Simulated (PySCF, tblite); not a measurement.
# C₇H₁₀N radical: geometry, infrared bands and EPR parameters

Aim: predict the infrared bands and EPR parameters of C₇H₁₀N radical (`CC1=C[C@@]2(N)[CH][C@H]2C1`).

Programs: tblite 0.8.0 and PySCF 2.14.0, with density-fitted response routines of our own. Each step states its level of theory. These are calculated values for one molecule in the gas phase, unless marked as measured. Atoms are numbered from 0 throughout.

### Step 1. The molecule as given

18 atoms, charge 0, multiplicity 2; geometry from: force field or distance geometry start.

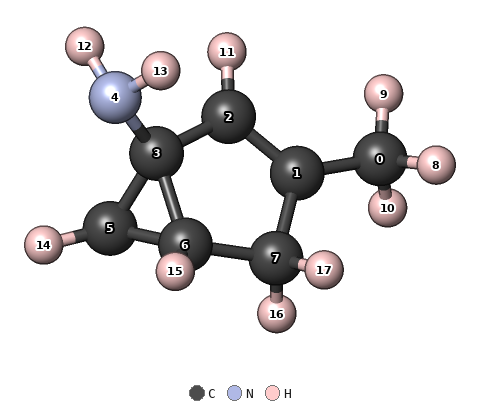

The starting geometry (carbon dark grey, nitrogen light blue, hydrogen pink), atoms numbered.

### Step 2. Relaxing the molecule with GFN2-xTB

What the job is given:

```
{"job": {"kind": "relax", "xc": "GFN2-xTB", "basis": "xTB"}, "charge": 0, "multiplicity": 2}
C     -2.339000    -0.939100    -0.515800
C     -1.016400    -0.340200    -0.275900
C      0.201300    -0.952800    -0.277400
C      1.310100    -0.036600     0.004900
N      2.356900    -0.484800     0.915300
C      1.585600     1.033800    -0.903300
C      0.670600     1.313100     0.181000
C     -0.819600     1.135700     0.029700
H     -2.987400    -0.805100     0.360100
H     -2.282900    -2.010100    -0.717700
H     -2.826600    -0.457700    -1.376900
H      0.336100    -2.003500    -0.489700
H      2.853600    -1.270100     0.512300
H      1.957700    -0.824500     1.775800
H      2.556800     1.516100    -0.980800
H      0.984200     1.983900     0.977500
H     -1.207400     1.752000    -0.790400
H     -1.342400     1.396200     0.953000
```

Run with:

```sh
OMP_NUM_THREADS=1 python probes_run.py task.json out
```

The driver reads the jobs from task.json and runs them one after another.

What it wrote:

```text
step      E/eV     max force
  0    -622.11221    2.386
  1    -622.20060    1.936
  2    -622.24042    0.398
  3    -622.24701    0.265
  4    -622.25408    0.232
  5    -622.26229    0.186
  6    -622.26467    0.144
  7    -622.26731    0.147
  8    -622.26881    0.132
  9    -622.27111    0.152
 10    -622.27362    0.151
 11    -622.27588    0.126
 12    -622.27737    0.113
 13    -622.27867    0.109
 14    -622.28023    0.118
 15    -622.28208    0.171
 16    -622.28389    0.154
 17    -622.28543    0.081
 18    -622.28676    0.085
 19    -622.28805    0.100
 20    -622.28939    0.136
 21    -622.29093    0.124
 22    -622.29300    0.125
 23    -622.29576    0.125
 24    -622.29892    0.135
 25    -622.30204    0.139
 26    -622.30499    0.133
 27    -622.30808    0.137
 28    -622.31137    0.142
 29    -622.31200    0.329
 30    -622.31527    0.241
 31    -622.31750    0.100
 32    -622.31960    0.085
 33    -622.32518    0.150
 34    -622.32818    0.246
 35    -622.33193    0.149
 36    -622.33465    0.187
 37    -622.33700    0.174
 38    -622.33952    0.189
 39    -622.34280    0.194
 40    -622.34791    0.181
 41    -622.35099    0.140
 42    -622.35517    0.297
 43    -622.35601    0.363
 44    -622.36100    0.197
 45    -622.36305    0.109
 46    -622.36523    0.099
 47    -622.36760    0.097
 48    -622.36912    0.095
 49    -622.37111    0.137
 50    -622.37298    0.168
 51    -622.37508    0.149
 52    -622.37838    0.209
 53    -622.38072    0.178
 54    -622.38369    0.138
 55    -622.38577    0.147
 56    -622.38652    0.165
 57    -622.38782    0.064
 58    -622.38862    0.083
 59    -622.39009    0.110
 60    -622.39098    0.093
 61    -622.39174    0.076
 62    -622.39229    0.055
 63    -622.39286    0.065
 64    -622.39347    0.052
 65    -622.39400    0.056
 66    -622.39442    0.040
 67    -622.39486    0.056
 68    -622.39542    0.066
 69    -622.39595    0.067
 70    -622.39641    0.057
 71    -622.39676    0.043
 72    -622.39706    0.037
 73    -622.39732    0.040
 74    -622.39758    0.050
 75    -622.39782    0.045
 76    -622.39806    0.040
 77    -622.39828    0.035
 78    -622.39844    0.023
 79    -622.39854    0.020
 80    -622.39861    0.022
 81    -622.39871    0.026
 82    -622.39883    0.029
 83    -622.39894    0.020
 84    -622.39899    0.015
 85    -622.39901    0.014
 86    -622.39903    0.010
```

Run time: 0.43 s. Hardware: 1 thread of Arm Neoverse V2, shared host.

Relaxation path: (not every step is listed)

```tsv
step	energy from step 0 (eV)	largest force (eV/Å)
0	0.0000	2.3856
1	-0.0884	1.9359
2	-0.1282	0.3983
3	-0.1348	0.2651
4	-0.1419	0.2319
5	-0.1501	0.1865
6	-0.1525	0.1440
7	-0.1551	0.1472
8	-0.1566	0.1322
15	-0.1699	0.1706
22	-0.1808	0.1249
29	-0.1998	0.3287
36	-0.2224	0.1875
43	-0.2438	0.3629
50	-0.2608	0.1678
57	-0.2756	0.0637
64	-0.2813	0.0521
71	-0.2845	0.0429
78	-0.2862	0.0232
81	-0.2865	0.0264
82	-0.2866	0.0289
83	-0.2867	0.0202
84	-0.2868	0.0149
85	-0.2868	0.0139
86	-0.2868	0.0100
```

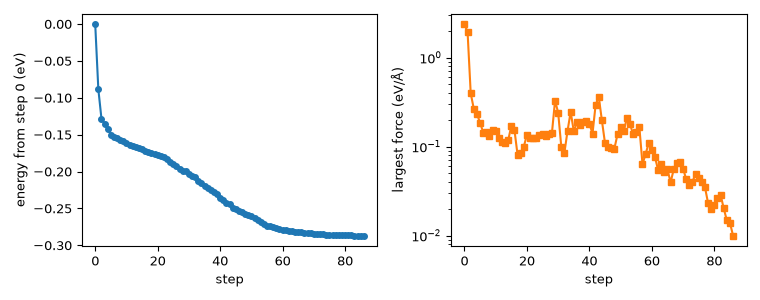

Energy and force, step by step.

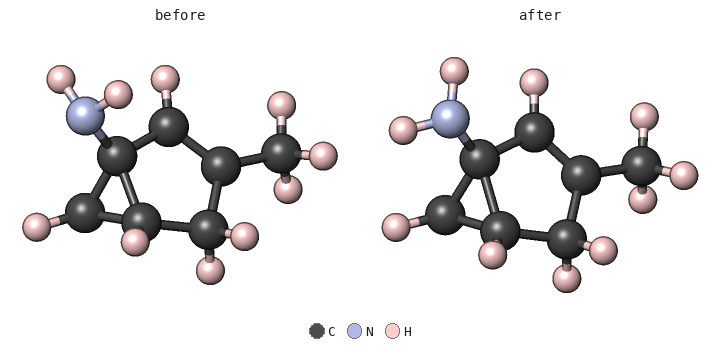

The geometry before (left) and after (right).

Distances of close pairs at the start and the end, largest changes first:

```tsv
bond	before (Å)	after (Å)	change (Å)
C3–C6	1.504	1.572	+0.068
C3–C5	1.431	1.468	+0.038
C3–N4	1.458	1.423	-0.034
C1–C2	1.363	1.329	-0.034
C5–C6	1.446	1.464	+0.018
C0–C1	1.472	1.489	+0.017
C1–C7	1.520	1.506	-0.014
C2–C3	1.466	1.480	+0.014
```

The end geometry stands in the next job.

### Step 3. Harmonic vibrations with GFN2-xTB

What the job is given:

```
{"job": {"kind": "ir", "xc": "GFN2-xTB", "basis": "xTB"}, "charge": 0, "multiplicity": 2}
C     -2.394690    -0.875994    -0.531538
C     -1.042553    -0.333306    -0.225645
C      0.095815    -1.010938    -0.116604
C      1.268303    -0.141168     0.124992
N      2.263844    -0.606261     1.029833
C      1.567235     0.888368    -0.878350
C      0.660907     1.307275     0.191929
C     -0.837309     1.141692    -0.004289
H     -3.092495    -0.621317     0.265978
H     -2.360339    -1.956822    -0.638879
H     -2.777411    -0.443663    -1.455708
H      0.208054    -2.078936    -0.199709
H      3.179423    -0.219467     0.834476
H      2.308671    -1.616503     1.062264
H      2.547737     1.318897    -1.005233
H      0.973564     2.051991     0.917068
H     -1.186670     1.719923    -0.863435
H     -1.390844     1.482547     0.874527
```

What it wrote:

```text
mode    cm-1     km/mol
  1     112.4      0.78
  2     149.8      0.52
  3     169.1     37.09
  4     207.5      3.07
  5     272.4      1.05
  6     370.8      0.44
  7     385.2      5.03
  8     420.1     21.20
  9     471.5     17.36
 10     568.5     13.40
 11     582.6      1.69
 12     719.4     48.49
 13     766.6     99.69
 14     807.6     67.57
 15     812.8     34.41
 16     871.6     51.74
 17     900.2     40.93
 18     923.6      3.01
 19     944.2     18.65
 20     978.4      3.38
 21    1007.8      7.75
 22    1021.8      1.81
 23    1045.5      4.23
 24    1070.1      9.25
 25    1127.1      4.94
 26    1158.4     26.49
 27    1182.1      2.72
 28    1218.7     31.19
 29    1238.2      0.57
 30    1310.2     25.91
 31    1322.7     24.76
 32    1399.8      3.86
 33    1410.1     25.70
 34    1454.1      2.94
 35    1475.9      4.98
 36    1481.1      6.31
 37    1519.2     49.42
 38    1709.2     19.50
 39    2941.3     28.54
 40    2963.7     32.65
 41    2988.0     62.38
 42    2996.6     30.19
 43    3012.1     38.51
 44    3048.1     27.49
 45    3057.7    117.75
 46    3104.5     44.95
 47    3398.4      3.07
 48    3445.6      0.53
```

Run time: 0.45 s. Hardware: 1 thread of Arm Neoverse V2, shared host.

Which atoms move in the most intense modes:

```tsv
cm⁻¹	km/mol	atoms
719	48.5	C6 34 %, C5 13 %, C3 12 %
767	99.7	H14 25 %, H11 17 %, C2 12 %
808	67.6	C5 15 %, H14 15 %, N4 15 %, C2 11 %
872	51.7	H13 12 %, H14 11 %, C3 10 %, C7 10 %
1519	49.4	H12 44 %, H13 43 %, N4 11 %
2988	62.4	H15 90 %
3058	117.8	H14 91 %
3104	45.0	H11 92 %
```

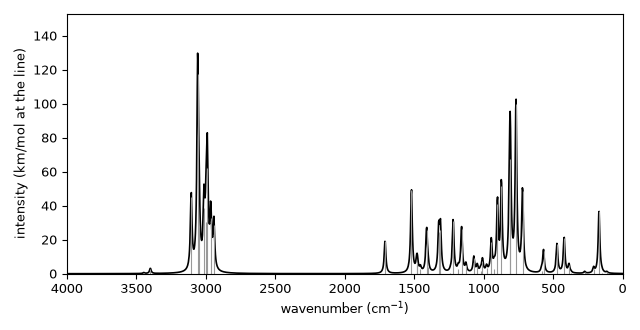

The infrared spectrum from these modes, unscaled. Lines are broadened to a width of 14 cm⁻¹ (Lorentzian).

### Step 4. g tensor and hyperfine couplings: B3LYP/pcH-1

Settings changed since step 3:

```diff
@@ -1,2 +1,2 @@
-{"job": {"kind": "ir", "xc": "GFN2-xTB", "basis": "xTB"}, "charge": 0, "multiplicity": 2}
+{"job": {"kind": "epr", "basis": "pcH-1"}, "charge": 0, "multiplicity": 2}
 C     -2.394690    -0.875994    -0.531538
```

With the program's defaults for keys left out, this is: UKS B3LYP, pcH-1 on C H N, non-relativistic, mean-field spin-orbit, GIAO.

What it wrote:

```text
UKS, coarse grid
  cycle   1  E = -327.33636771  |g| = 3.71e-01
  cycle   2  E = -327.32306128  |g| = 4.21e-01
  cycle   3  E = -327.41143244  |g| = 2.99e-02
  cycle   4  E = -327.41178875  |g| = 2.73e-02
  cycle   5  E = -327.41213503  |g| = 9.03e-03
  cycle   6  E = -327.41219673  |g| = 5.05e-03
  cycle   7  E = -327.41221705  |g| = 2.02e-03
  cycle   8  E = -327.41222161  |g| = 8.93e-04
UKS, final grid
  cycle   1  E = -327.41218437  |g| = 1.41e-03
  cycle   2  E = -327.41218272  |g| = 2.39e-03
  cycle   3  E = -327.41218527  |g| = 1.94e-04
  cycle   4  E = -327.41218529  |g| = 8.25e-05
  cycle   5  E = -327.41218531  |g| = 5.75e-05
  cycle   6  E = -327.41218531  |g| = 1.65e-05
E = -327.41218531 Eh   <S^2> = 0.7533 (exact 0.7500)
g shifts (ppm)      1          2          3
  rmc          -158       -158       -158
  gc             50         -5          1
  oz_so          46        404       1275
  total         -62        242       1118
hyperfine (MHz)  atom isotope    a_iso     a_fc   dipolar eigenvalues
    0   13C       2.31       2.31     -0.27     -0.23      0.50
    1   13C       1.90       1.90     -2.29      0.14      2.15
    2   13C      22.70      22.70     -3.51     -2.36      5.87
    3   13C     -13.84     -13.84     -8.29     -4.91     13.20
    4   14N      -3.14      -3.14     -3.64     -3.44      7.08
    5   13C     268.03     268.03    -63.77    -62.90    126.66
    6   13C     -13.71     -13.71    -12.02     -7.71     19.72
    7   13C      35.20      35.20     -4.28     -3.33      7.62
    8    1H      -0.88      -0.88     -0.68     -0.61      1.29
    9    1H      -0.22      -0.22     -0.76     -0.66      1.42
   10    1H      -1.33      -1.33     -0.85     -0.82      1.68
   11    1H       5.03       5.03     -2.52     -2.07      4.58
   12    1H       0.46       0.46     -5.56     -0.86      6.42
   13    1H      -7.29      -7.29     -5.15     -1.81      6.95
   14    1H     -11.13     -11.13    -28.87     -3.66     32.53
   15    1H      21.85      21.85     -7.77     -2.16      9.93
   16    1H       4.04       4.04     -3.99     -2.06      6.05
   17    1H      -2.23      -2.23     -3.15     -2.03      5.19
```

Run time: 88 s. Hardware: 1 thread of Arm Neoverse V2, shared host; peak memory 0.97 GiB.

Principal g values 2.00226, 2.00256, 2.00344; g(iso) = 2.00275, against 2.00232 for a free electron.

Hyperfine couplings; where a row names several nuclei, a(iso) is their mean (it holds for fast rotation or exchange) and the dipolar term the largest among them:

```tsv
nuclei	isotope	a(iso) (MHz)	a(iso) (G, at g = 2.0023)	largest dipolar term (MHz)
C5	13C	268.0	95.6	126.7
C7	13C	35.2	12.6	7.6
C2	13C	22.7	8.1	5.9
H15	1H	21.9	7.8	9.9
C3	13C	-13.8	-4.9	13.2
C6	13C	-13.7	-4.9	19.7
H14	1H	-11.1	-4.0	32.5
H11	1H	5.0	1.8	4.6
H16	1H	4.0	1.4	6.0
H12, H13	1H	-3.4	-1.2	7.0
N4	14N	-3.1	-1.1	7.1
C0	13C	2.3	0.8	0.5
H17	1H	-2.2	-0.8	5.2
C1	13C	1.9	0.7	-2.3
```

Mulliken spin populations:

C0 0.00; C1 -0.01; C2 0.03; C3 0.01; N4 0.05; C5 0.83; C6 0.06; C7 0.03; H8 0.00; H9 0.00; H10 0.00; H11 0.00; H12 0.00; H13 0.00; H14 -0.02; H15 0.01; H16 0.01; H17 0.00

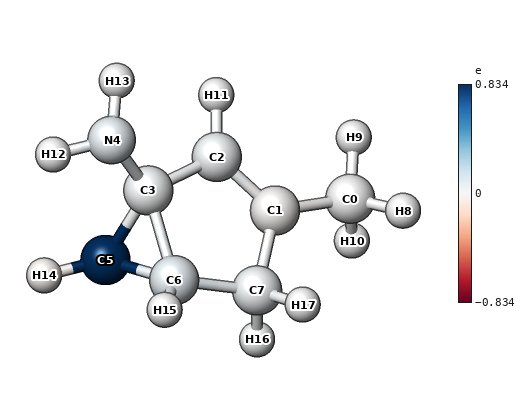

Mulliken spin populations, as colours on the atoms.

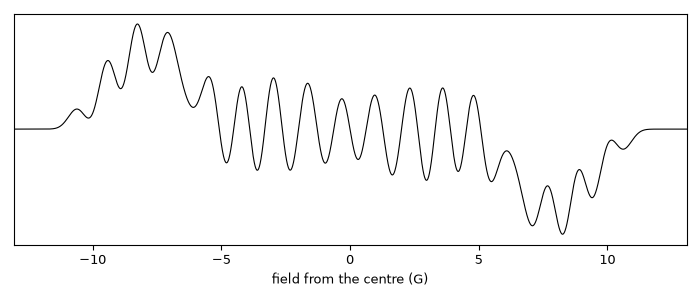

First-order isotropic spectrum (first derivative, main isotopes with spin only, couplings over 0.8 MHz, Gaussian width 0.3 G; couplings of the frozen geometry, rotation of groups not averaged beyond the rows shown).

The fields below are evaluated on a grid from the run's orbitals.

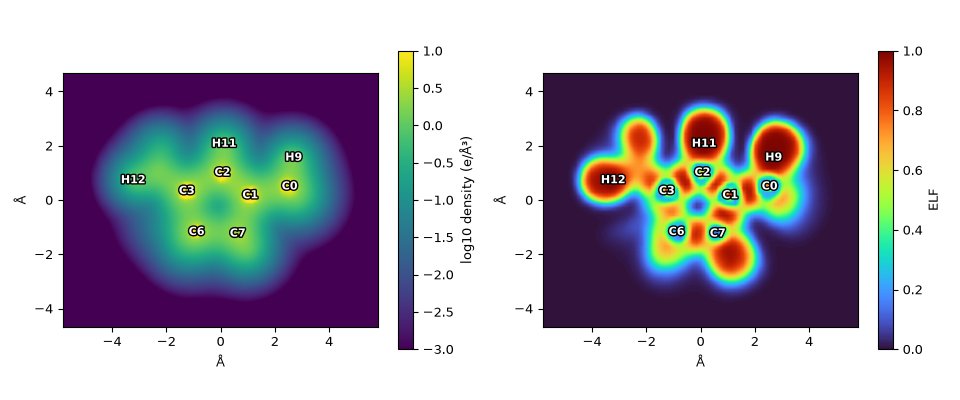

Density (left) and ELF (right) in a plane through or near 9 of the atoms.

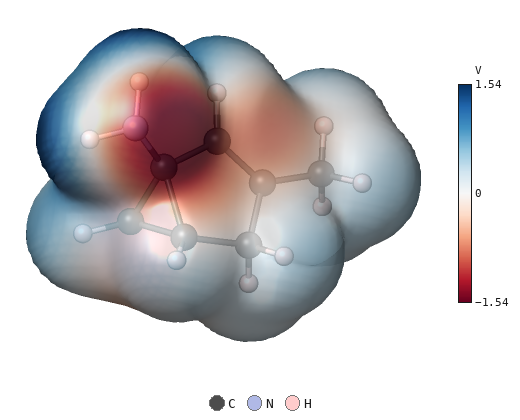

The potential that a unit positive charge feels on the 0.002 e/bohr³ surface, from -1.52 V near N4 to 1.54 V near H13.

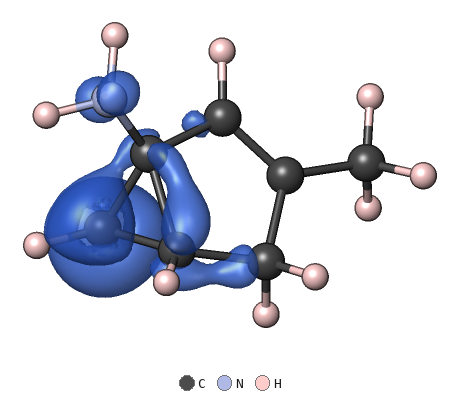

Spin density at ±0.04 e/Å³ (alpha excess blue, beta excess red).

### Step 5. Outcome

| quantity | value |
| --- | --- |
| strongest single infrared mode (GFN2-xTB) | 3058 cm⁻¹, 118 km/mol |
| zero-point energy (GFN2-xTB) | 93.7 kcal/mol |
| g(iso) (B3LYP) | 2.00275 |
| ⟨S²⟩ | 0.753 (exact 0.75) |
| largest a(iso) (averaged by class) | 13C on C5, 268.0 MHz |
| potential on the surface of density 0.002 e/bohr³, 1st and 99th percentile | -1.52 V and 1.54 V |

What this shows: Over 86 steps the energy fell by 0.287 eV; of the close pairs, C3–C6 changed most, 1.504 to 1.572 Å. All 48 modes are real, so the xTB geometry is a minimum. The strongest single mode, at 3058 cm⁻¹, moves mainly H14. GFN2-xTB is a fitted tight-binding method: band positions and strengths are rough. Its intensities can rank the bands wrongly. Most of the unpaired spin sits on C5 (0.83 e). The isotropic g lies 0.4 ppt above the free-electron value.
